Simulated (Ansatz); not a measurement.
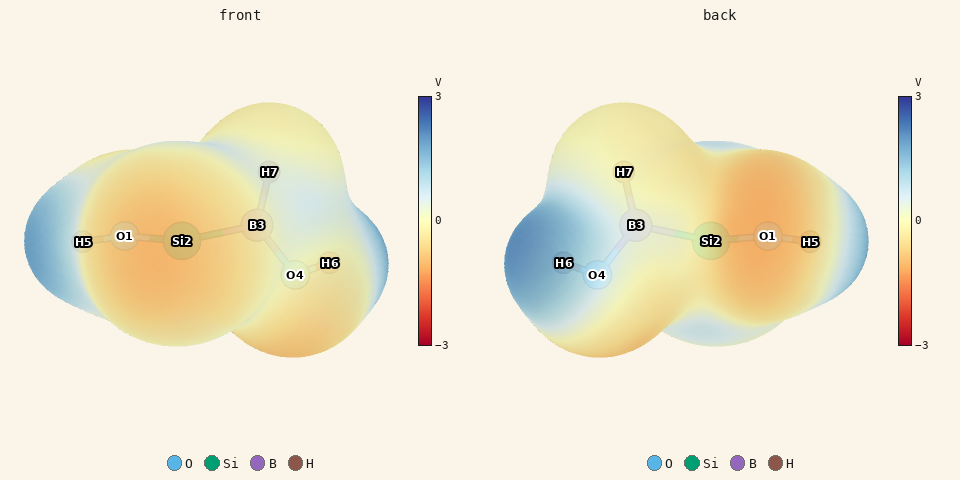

*BH3O2Si. The molecular electrostatic potential painted on the density surface at 0.001 e/bohr³, seen from the front and from behind; the colour scale runs from red (negative) to blue (positive).*

These are results of UKS PBE/def2-SVP in Ansatz, not measurements.

```tsv
atom	x (Å)	y (Å)	z (Å)
O	-1.1041	0.6810	-1.3756
Si	-0.1215	1.1462	-0.0547
B	0.4821	-0.7968	0.3901
O	-0.0299	-1.4134	1.4933
H	-1.5193	1.4613	-1.7898
H	0.3246	-2.3140	1.6245
H	1.3300	-1.3814	-0.2874
```

Which sites attract a positive test charge, and which a negative one?

Answer. A positive charge is drawn to the negative regions and a negative charge to the positive ones. The most negative region (about −1.2 V) lies over O1, the most positive (about +2.1 V) over H6. O1 is the likeliest acceptor of a hydrogen bond.
